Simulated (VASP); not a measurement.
# Te2Mo: cell size against the level of theory, part 2 of 4

Which functional gives the lattice of Te2Mo as experiment finds it, and is a dearer one worth its cost? The start is a cell from a database of measured crystal structures.

VASP 6.6.1, plane waves and PAW; the level of theory is named at each step.

Still holding for the runs below: This run has no spin polarisation, although Mo can carry a moment.

So far. Step 2 (Relaxation with LDA): It ends with a largest force of 0.001 eV/Å and a pressure of -0.04 GPa. The volume lies -3.5 % from that of the database's start, which holds the thermal and zero-point expansion of its experiment. LDA is known to overbind. The conventional cell has a = 3.479 and c = 13.783 Å.

## 3. Relaxation with PBE

This step: PBE; plane waves and PAW (Te, Mo_sv) (VASP 6.6.1).

PBE, the usual starting point, adds the gradient of the density.

File INCAR:

```
SYSTEM = Te2Mo
PREC = Accurate
ENCUT = 520
EDIFF = 1E-06
NELM = 100
ISMEAR = -1
SIGMA = 0.05
LREAL = .FALSE.
ALGO = Normal
GGA = PE
NBANDS = 32
LASPH = .TRUE.
LORBIT = 11
LWAVE = .FALSE.
LCHARG = .FALSE.
KPAR = 4
IBRION = 2
NSW = 60
ISIF = 3
EDIFFG = -0.01
```

File POSCAR:

```
Te2Mo
1.0
    3.5182000000      0.0000000000      0.0000000000
   -1.7591000000      3.0468505756      0.0000000000
    0.0000000000      0.0000000000     13.9736000000
Te Mo
4 2
Direct
    0.3333333333      0.6666666667      0.6210000000
    0.6666666667      0.3333333333      0.1210000000
    0.3333333333      0.6666666667      0.8790000000
    0.6666666667      0.3333333333      0.3790000000
    0.3333333333      0.6666666667      0.2500000000
    0.6666666667      0.3333333333      0.7500000000
```

File KPOINTS:

```
Automatic mesh
0
Gamma
7 7 2
0 0 0
```

The projector-augmented-wave data sets are Te and Mo_sv (PBE family, release 64).

Run with:

```console
mpirun -np 4 vasp_std
```

The program printed:

```text
[banner, memory and clock lines left out]
running    4 mpi-ranks, on    1 nodes
 distrk:  each k-point on    1 cores,    4 groups
 distr:  one band on    1 cores,    1 groups

 POSCAR found type information on POSCAR TeMo
 POSCAR found :  2 types and       6 ions
 LDA part: xc-table for (Slater+PW92), standard interpolation
 POSCAR, INCAR and KPOINTS ok, starting setup
 FFT: planning ... GRIDC
 FFT: planning ... GRID_SOFT
 FFT: planning ... GRID
 WAVECAR not read
 entering main loop
       N       E                     dE             d eps       ncg     rms          rms(c)
DAV:   1     0.407575337591E+03    0.40758E+03   -0.27296E+04  1176   0.146E+03
DAV:   2    -0.140892894844E+02   -0.42166E+03   -0.41217E+03  1264   0.342E+02
DAV:   3    -0.366689013536E+02   -0.22580E+02   -0.22325E+02  1304   0.681E+01
DAV:   4    -0.372266573633E+02   -0.55776E+00   -0.55657E+00  1216   0.106E+01
DAV:   5    -0.372454066409E+02   -0.18749E-01   -0.18738E-01  1432   0.185E+00    0.217E+01
DAV:   6    -0.364763214465E+02    0.76909E+00   -0.79456E+00  1136   0.143E+01    0.895E+00
DAV:   7    -0.364139215136E+02    0.62400E-01   -0.74692E+00  1104   0.115E+01    0.634E+00
DAV:   8    -0.359906378598E+02    0.42328E+00   -0.15461E+00  1240   0.590E+00    0.308E+00
DAV:   9    -0.359922078734E+02   -0.15700E-02   -0.23885E-01  1328   0.222E+00    0.121E+00
DAV:  10    -0.359858845734E+02    0.63233E-02   -0.43143E-02  1256   0.109E+00    0.302E-01
DAV:  11    -0.359861918012E+02   -0.30723E-03   -0.25034E-03  1288   0.251E-01    0.226E-01
DAV:  12    -0.359860935180E+02    0.98283E-04   -0.30323E-04  1232   0.861E-02    0.136E-01
DAV:  13    -0.359860686402E+02    0.24878E-04   -0.10288E-04  1256   0.536E-02    0.670E-02
DAV:  14    -0.359860696958E+02   -0.10556E-05   -0.83788E-06  1160   0.120E-02    0.451E-02
DAV:  15    -0.359860685784E+02    0.11175E-05   -0.18429E-06   872   0.683E-03    0.215E-02
DAV:  16    -0.359860675565E+02    0.10218E-05   -0.18723E-06   872   0.634E-03    0.846E-03
DAV:  17    -0.359860674182E+02    0.13835E-06   -0.25167E-07   664   0.245E-03
   1 F= -.35986067E+02 E0= -.35986056E+02  d E =-.359861E+02
 curvature:   0.00 expect dE= 0.000E+00 dE for cont linesearch  0.000E+00
 trial: gam= 0.00000 g(F)=  0.691E-02 g(S)=  0.185E+00 ort = 0.000E+00 (trialstep = 0.100E+01)
 search vector abs. value=  0.192E+00
 bond charge predicted
       N       E                     dE             d eps       ncg     rms          rms(c)
DAV:   1    -0.388445455948E+02   -0.28585E+01   -0.56776E+01  1088   0.550E+01    0.125E+01
DAV:   2    -0.387056176786E+02    0.13893E+00   -0.48560E+01  1200   0.337E+01    0.102E+01
DAV:   3    -0.359861499887E+02    0.27195E+01   -0.10391E+01  1128   0.132E+01    0.441E+00
DAV:   4    -0.359836129649E+02    0.25370E-02   -0.78217E-01  1248   0.305E+00    0.201E+00
DAV:   5    -0.359397826832E+02    0.43830E-01   -0.12953E-01  1072   0.209E+00    0.782E-01
DAV:   6    -0.359376174126E+02    0.21653E-02   -0.17103E-02  1392   0.634E-01    0.549E-01
DAV:   7    -0.359378686932E+02   -0.25128E-03   -0.33538E-03  1312   0.246E-01    0.236E-01
DAV:   8    -0.359377044602E+02    0.16423E-03   -0.55526E-04  1352   0.134E-01    0.144E-01
DAV:   9    -0.359376907633E+02    0.13697E-04   -0.12892E-04  1328   0.452E-02    0.508E-02
DAV:  10    -0.359376932342E+02   -0.24709E-05   -0.53465E-06  1080   0.114E-02    0.486E-02
DAV:  11    -0.359376947337E+02   -0.14994E-05   -0.16915E-06   768   0.556E-03    0.215E-02
DAV:  12    -0.359376946835E+02    0.50152E-07   -0.31914E-07   632   0.266E-03
   2 F= -.35937695E+02 E0= -.35937684E+02  d E =0.483727E-01
[... from here on, the cycles between the ionic steps are left out ...]
   3 F= -.36022499E+02 E0= -.36022489E+02  d E =-.364317E-01
   4 F= -.36022498E+02 E0= -.36022487E+02  d E =-.364301E-01
   5 F= -.36030149E+02 E0= -.36030139E+02  d E =-.765129E-02
   6 F= -.36036199E+02 E0= -.36036188E+02  d E =-.137010E-01
   7 F= -.36042347E+02 E0= -.36042338E+02  d E =-.614795E-02
   8 F= -.36055953E+02 E0= -.36055949E+02  d E =-.197542E-01
   9 F= -.36067733E+02 E0= -.36067731E+02  d E =-.315345E-01
  10 F= -.36066391E+02 E0= -.36066390E+02  d E =0.134209E-02
  11 F= -.36070310E+02 E0= -.36070309E+02  d E =-.257716E-02
  12 F= -.36070311E+02 E0= -.36070309E+02  d E =-.257788E-02
  13 F= -.36070307E+02 E0= -.36070305E+02  d E =-.257378E-02
  14 F= -.36070604E+02 E0= -.36070603E+02  d E =-.297343E-03
  15 F= -.36071089E+02 E0= -.36071087E+02  d E =-.781920E-03
  16 F= -.36071330E+02 E0= -.36071329E+02  d E =-.241574E-03
  17 F= -.36071352E+02 E0= -.36071350E+02  d E =-.263131E-03
  18 F= -.36071542E+02 E0= -.36071540E+02  d E =-.189986E-03
  19 F= -.36071751E+02 E0= -.36071750E+02  d E =-.399117E-03
  20 F= -.36071890E+02 E0= -.36071888E+02  d E =-.138600E-03
  21 F= -.36071895E+02 E0= -.36071894E+02  d E =-.144310E-03
 curvature:  -0.74 expect dE=-0.159E-03 dE for cont linesearch -0.126E-06
 trial: gam= 0.53195 g(F)=  0.527E-05 g(S)=  0.209E-03 ort =-0.151E-04 (trialstep = 0.632E+00)
 search vector abs. value=  0.580E-03
 bond charge predicted
       N       E                     dE             d eps       ncg     rms          rms(c)
DAV:   1    -0.360727531128E+02   -0.85704E-03   -0.19491E-02  1096   0.941E-01    0.213E-01
DAV:   2    -0.360723718747E+02    0.38124E-03   -0.77324E-03  1224   0.462E-01    0.152E-01
DAV:   3    -0.360719888965E+02    0.38298E-03   -0.19341E-03  1160   0.176E-01    0.539E-02
DAV:   4    -0.360719783779E+02    0.10519E-04   -0.13282E-04  1120   0.501E-02    0.240E-02
DAV:   5    -0.360719688407E+02    0.95373E-05   -0.43049E-05  1176   0.368E-02    0.266E-02
DAV:   6    -0.360719655060E+02    0.33347E-05   -0.97114E-06  1136   0.130E-02    0.449E-03
DAV:   7    -0.360719652565E+02    0.24942E-06   -0.68314E-07   536   0.481E-03
  22 F= -.36071965E+02 E0= -.36071964E+02  d E =-.699380E-04
 trial-energy change:   -0.000070  1 .order   -0.000087   -0.000131   -0.000043
 step:   0.9474(harm=  0.9474)  dis= 0.00222  next Energy=   -36.071993 (dE=-0.979E-04)
 reached required accuracy - stopping structural energy minimisation
```

The job ended after 8.1 min (4 MPI ranks of Intel Xeon Platinum 8259CL at 2.50GHz (Skylake/Cascade Lake), shared host; peak memory 1.3 GiB; 29 min of CPU time).

From OUTCAR (step 3):

```text
 Found     16 irreducible k-points:

   NELECT =      52.0000    total number of electrons

 E-fermi :   7.2443

 k-point     1 :       0.0000    0.0000    0.0000
  band No.  band energies     occupation
    ...
     22       5.8712      2.00000
     23       5.8712      2.00000
     24       5.9319      2.00000
     25       6.0009      2.00000
     26       6.6733      1.99998
     27       9.7542      0.00000
     28       9.7542      0.00000
     29       9.7994      0.00000
     30       9.7994      0.00000
     31      10.0064      0.00000
    ...

 k-point     2 :       0.1429   -0.0000    0.0000
  band No.  band energies     occupation
    ...
     22       5.5400      2.00000
     23       5.7753      2.00000
     24       6.0308      2.00000
     25       6.3910      2.00000
     26       6.4760      2.00000
     27       8.8337      0.00000
     28       8.9795      0.00000
     29       9.0582      0.00000
     30       9.0874      0.00000
     31       9.4671      0.00000
    ...

  Total        0.0459442      0.0459442      0.0480752      0.0000000      0.0000000      0.0000000
  in kB        0.4438589      0.4438589      0.4644453      0.0000000      0.0000000      0.0000000
  external PRESSURE =       0.4507210 kB  Pullay stress =       0.0000000 kB

  energy-cutoff  :      520.00
  volume of cell :      165.84
      direct lattice vectors                 reciprocal lattice vectors
     3.555234922 -0.000000000  0.000000000     0.281275365  0.162394408 -0.000000000
    -1.777617461  3.078923759 -0.000000000     0.000000000  0.324788815 -0.000000000
    -0.000000000  0.000000000 15.150588252    -0.000000000  0.000000000  0.066004038

 POSITION                                       TOTAL-FORCE (eV/Angst)
 -----------------------------------------------------------------------------------
     -0.00000      2.05262      9.55366        -0.000000     -0.000000     -0.001212
      1.77762      1.02631      1.97837        -0.000000     -0.000000     -0.001212
     -0.00000      2.05262     13.17222        -0.000000     -0.000000      0.001212
      1.77762      1.02631      5.59692        -0.000000     -0.000000      0.001212
     -0.00000      2.05262      3.78765         0.000000     -0.000000      0.000000
      1.77762      1.02631     11.36294        -0.000000      0.000000      0.000000
 -----------------------------------------------------------------------------------
    total drift:                               -0.000000      0.000000     -0.000000

  FREE ENERGIE OF THE ION-ELECTRON SYSTEM (eV)
  ---------------------------------------------------
  free  energy   TOTEN  =       -36.0719652565 eV

  energy  without entropy=      -36.0719627274  energy(sigma->0) =      -36.07196399

 total charge
# of ion       s       p       d       tot
------------------------------------------
    1        1.384   1.971   0.059   3.414
    2        1.384   1.971   0.059   3.414
    3        1.384   1.971   0.059   3.414
    4        1.384   1.971   0.059   3.414
    5        2.250   6.140   3.956  12.346
    6        2.250   6.140   3.956  12.346
--------------------------------------------------
tot         10.038  20.162   8.147  38.346

[... 9 parts as in an earlier step ...]

[... 5 further parts left out ...]
```

The bonds form layers, held to each other by dispersion, which PBE lacks, so the spacing between them is unreliable. After so large a change of volume the plane waves of the start cell no longer fit, so the final stress carries a basis-set error.

The steps of the relaxation:

```
step  energy less that of the first step (eV)  largest force (eV/Å)  pressure (GPa)  volume (Å³)
   1                                   0.0000                0.1892            2.94       149.79
   2                                   0.0484                0.7975           -3.59       159.96
   3                                  -0.0364                0.2266            0.11       153.69
   4                                  -0.0364                0.2190            0.18       153.62
   5                                  -0.0441                0.1610            0.11       154.55
   6                                  -0.0501                0.0448            0.02       156.40
   7                                  -0.0563                0.0536           -0.06       157.13
   8                                  -0.0699                0.0775           -0.27       159.31
   9                                  -0.0817                0.1227           -0.51       163.65
  10                                  -0.0803                0.1384            0.93       162.80
  11                                  -0.0842                0.0066            0.13       163.27
  12                                  -0.0842                0.0087            0.11       163.27
  13                                  -0.0842                0.0120            0.11       163.28
  14                                  -0.0845                0.0044            0.09       163.59
  15                                  -0.0850                0.0188            0.08       164.50
  16                                  -0.0853                0.0076           -0.06       164.93
  17                                  -0.0853                0.0203           -0.12       165.13
  18                                  -0.0855                0.0241           -0.11       165.29
  19                                  -0.0857                0.0345           -0.06       165.72
  20                                  -0.0858                0.0002            0.08       165.65
  21                                  -0.0858                0.0052            0.08       165.66
  22                                  -0.0859                0.0012            0.05       165.84
```

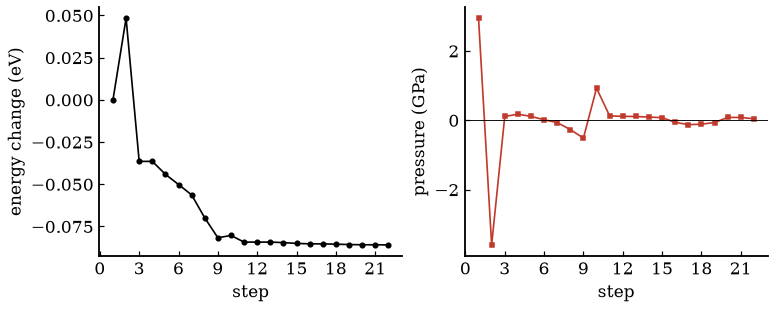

Energy and pressure along the relaxation.

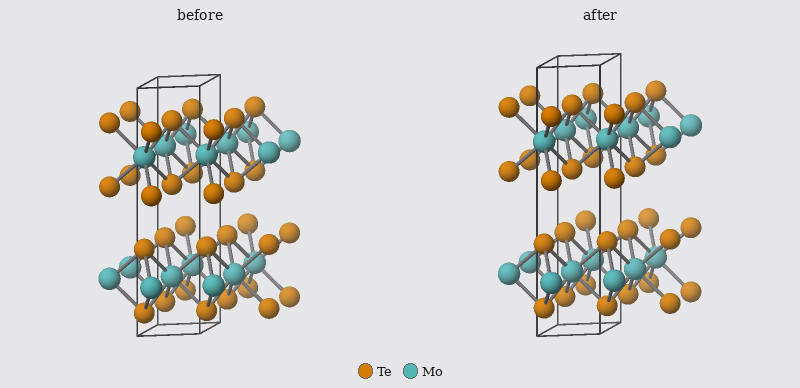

The structure before and after the relaxation, drawn at the same scale.

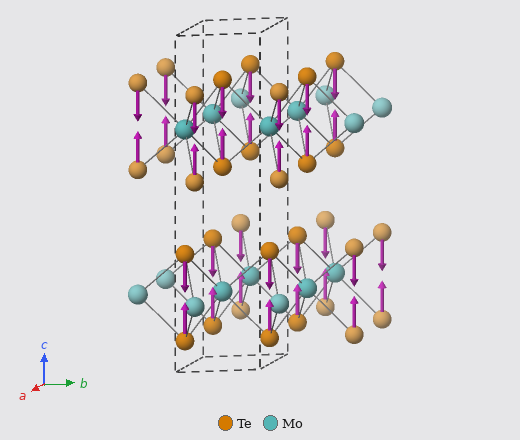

Displacements in the relaxation, exaggerated, measured against the changing cell; the longest in the cell stands for 0.15 Å. 2×2×1 cells are drawn. Some periodic images of atoms are drawn too.

```
conventional cell, symmetrised  before   after   change
                         a (Å)   3.518   3.555   +1.1 %
                         b (Å)   3.518   3.555   +1.1 %
                         c (Å)  13.974  15.151   +8.4 %
              volume (Å³/atom)   24.96   27.64  +10.7 %
```

The atoms that moved most (Å, as changes of fractional coordinates times the final cell):

```
atom     dx     dy      dz  length
 Te4  0.000  0.000  -0.145   0.145
 Te2  0.000  0.000   0.145   0.145
 Te1  0.000  0.000   0.145   0.145
 Te3  0.000  0.000  -0.145   0.145
```

The relaxed structure:

```xyz
6
Lattice="3.5552 0.0000 0.0000 -1.7776 3.0789 0.0000 0.0000 0.0000 15.1506" Properties=species:S:1:pos:R:3 pbc="T T T"
Te    0.0000    2.0526    9.5537
Te    1.7776    1.0263    1.9784
Te    0.0000    2.0526   13.1722
Te    1.7776    1.0263    5.5969
Mo    0.0000    2.0526    3.7876
Mo    1.7776    1.0263   11.3629
```

This step gave:

```yaml
free_energy_toten: -36.07 eV
fermi_energy: 7.244 eV
pressure: 0.04507 GPa
scf_cycles_over_all_ionic_steps: 175
gap_on_the_k_mesh: 1.173 eV
least_direct_gap_on_the_k_mesh: 1.293 eV
```

It ends at 27.64 Å³/atom, +10.7 % from the start, with 0.05 GPa left. The conventional cell has a = 3.555 and c = 15.151 Å.

## 4. Relaxation with r2SCAN

This step: r2SCAN; plane waves and PAW (Te, Mo_sv) (VASP 6.6.1).

r2SCAN adds the kinetic-energy density, costs more than a GGA and is run with LASPH.

Changes to INCAR since step 3:

```diff
@@ -9,5 +9,5 @@
 ALGO = Normal
-GGA = PE
+METAGGA = R2SCAN
+LASPH = .TRUE.
 NBANDS = 32
-LASPH = .TRUE.
 LORBIT = 11
```

POSCAR is that of step 3.

KPOINTS is that of step 3.

Run with:

```console
mpirun -np 4 vasp_std
```

The program printed:

```text
[banner, memory and clock lines left out]
running    4 mpi-ranks, on    1 nodes
[...]
[... a notice as in an earlier step ...]

 LDA part: xc-table for (None), standard interpolation
 POSCAR, INCAR and KPOINTS ok, starting setup
[...]
entering main loop
       N       E                     dE             d eps       ncg     rms          rms(c)
DAV:   1     0.289237056744E+03    0.28924E+03   -0.28131E+04  1176   0.151E+03
DAV:   2    -0.147609649068E+03   -0.43685E+03   -0.42699E+03  1256   0.354E+02
DAV:   3    -0.170873585111E+03   -0.23264E+02   -0.23000E+02  1312   0.704E+01
DAV:   4    -0.171401428765E+03   -0.52784E+00   -0.52672E+00  1184   0.105E+01
[...]
DAV:  14    -0.155585303259E+03   -0.37105E-05   -0.41678E-05  1184   0.317E-02    0.176E-02
DAV:  15    -0.155585305143E+03   -0.18843E-05   -0.59668E-06  1080   0.116E-02    0.309E-03
DAV:  16    -0.155585304971E+03    0.17147E-06   -0.72119E-07   680   0.473E-03
   1 F= -.15558530E+03 E0= -.15558530E+03  d E =-.155585E+03
[... from here on, the cycles between the ionic steps are left out ...]
   2 F= -.15558005E+03 E0= -.15558004E+03  d E =0.525781E-02
   3 F= -.15561311E+03 E0= -.15561311E+03  d E =-.278087E-01
   4 F= -.15562956E+03 E0= -.15562955E+03  d E =-.164430E-01
   5 F= -.15563125E+03 E0= -.15563125E+03  d E =-.181380E-01
   6 F= -.15564006E+03 E0= -.15564006E+03  d E =-.880858E-02
   7 F= -.15565732E+03 E0= -.15565732E+03  d E =-.260651E-01
   8 F= -.15566123E+03 E0= -.15566123E+03  d E =-.299781E-01
   9 F= -.15566343E+03 E0= -.15566343E+03  d E =-.321807E-01
  10 F= -.15566356E+03 E0= -.15566356E+03  d E =-.323114E-01
  11 F= -.15565605E+03 E0= -.15565604E+03  d E =0.751779E-02
  12 F= -.15566398E+03 E0= -.15566398E+03  d E =-.418018E-03
  13 F= -.15566404E+03 E0= -.15566404E+03  d E =-.571064E-04
  14 F= -.15566410E+03 E0= -.15566410E+03  d E =-.120370E-03
[...]
reached required accuracy - stopping structural energy minimisation
```

Run time: 19 min. Hardware: 4 MPI ranks; peak memory 1.4 GiB.

From OUTCAR (step 4):

```text
  Total       -0.0140266     -0.0140266      0.0152127      0.0000000     -0.0000000      0.0000000
  in kB       -0.1390322     -0.1390322      0.1507884      0.0000000     -0.0000000      0.0000000
  external PRESSURE =      -0.0424253 kB  Pullay stress =       0.0000000 kB

 POSITION                                       TOTAL-FORCE (eV/Angst)
 -----------------------------------------------------------------------------------
     -0.00000      2.05803      9.22572         0.000000     -0.000000      0.004466
      1.78231      1.02902      1.88120         0.000000      0.000000      0.004466
     -0.00000      2.05803     12.80785         0.000000     -0.000000     -0.004466
      1.78231      1.02902      5.46333         0.000000      0.000000     -0.004466
     -0.00000      2.05803      3.67226         0.000000     -0.000000      0.000000
      1.78231      1.02902     11.01678        -0.000000      0.000000      0.000000
 -----------------------------------------------------------------------------------
    total drift:                               -0.000000      0.000000     -0.000000

  FREE ENERGIE OF THE ION-ELECTRON SYSTEM (eV)
  ---------------------------------------------------
  free  energy   TOTEN  =      -155.6641015101 eV

  energy  without entropy=     -155.6640999274  energy(sigma->0) =     -155.66410072

[... 2 parts as in an earlier step ...]

[... 2 further parts left out ...]
[key lines of the parts left out:]
E-fermi :   7.5087
```

The bonds form layers, held to each other by dispersion, which r2SCAN holds only at short range, so the spacing between them may come out too wide. The PAW data sets were made with PBE, which is usual practice but a small mismatch for other functionals.

The steps of the relaxation:

```
step  energy less that of the first step (eV)  largest force (eV/Å)  pressure (GPa)  volume (Å³)
   1                                   0.0000                0.0518            2.36       149.79
   2                                   0.0053                0.6563           -2.57       157.91
   3                                  -0.0278                0.3504           -0.12       153.60
   4                                  -0.0443                0.1673            0.00       154.92
   5                                  -0.0459                0.0912            0.07       155.46
   6                                  -0.0548                0.0782            0.07       156.21
   7                                  -0.0720                0.0377            0.12       158.42
   8                                  -0.0759                0.0457            0.42       162.79
   9                                  -0.0781                0.0302            0.31       161.45
  10                                  -0.0783                0.0215            0.28       160.94
  11                                  -0.0707                0.2022           -1.17       163.81
  12                                  -0.0787                0.0212            0.00       161.47
  13                                  -0.0787                0.0075           -0.01       161.76
  14                                  -0.0788                0.0045            0.00       161.64
```

```
conventional cell, symmetrised  before   after  change
                         a (Å)   3.518   3.565  +1.3 %
                         b (Å)   3.518   3.565  +1.3 %
                         c (Å)  13.974  14.689  +5.1 %
              volume (Å³/atom)   24.96   26.94  +7.9 %
```

The atoms that moved most (Å, as changes of fractional coordinates times the final cell):

```
atom     dx     dy      dz  length
 Te1  0.000  0.000   0.104   0.104
 Te2  0.000  0.000   0.104   0.104
 Te3  0.000  0.000  -0.104   0.104
 Te4  0.000  0.000  -0.104   0.104
```

The relaxed structure:

```xyz
6
Lattice="3.5646 0.0000 0.0000 -1.7823 3.0870 0.0000 0.0000 0.0000 14.6890" Properties=species:S:1:pos:R:3 pbc="T T T"
Te    0.0000    2.0580    9.2257
Te    1.7823    1.0290    1.8812
Te    0.0000    2.0580   12.8078
Te    1.7823    1.0290    5.4633
Mo    0.0000    2.0580    3.6723
Mo    1.7823    1.0290   11.0168
```

It ends at 26.94 Å³/atom, +7.9 % from the start, with 0.00 GPa left. The conventional cell has a = 3.565 and c = 14.689 Å.

(Continued in part 3 of 4.)

[Lines on the potential files, build, host, timing and source positions are cut from VASP's logs without a mark.]

[Logs are printed without paths, hosts, clocks, repeated set-up lines and the standing remarks that a program may print on its own settings, such as how far it seeks lower states.]

[Hosts, paths, dates, database ids (printed as entryN), source tags and the programs' standing remarks are cut or masked in the printed files.]

[A measured line is paired with the nearest computed mode of its activity, which favours agreement.]
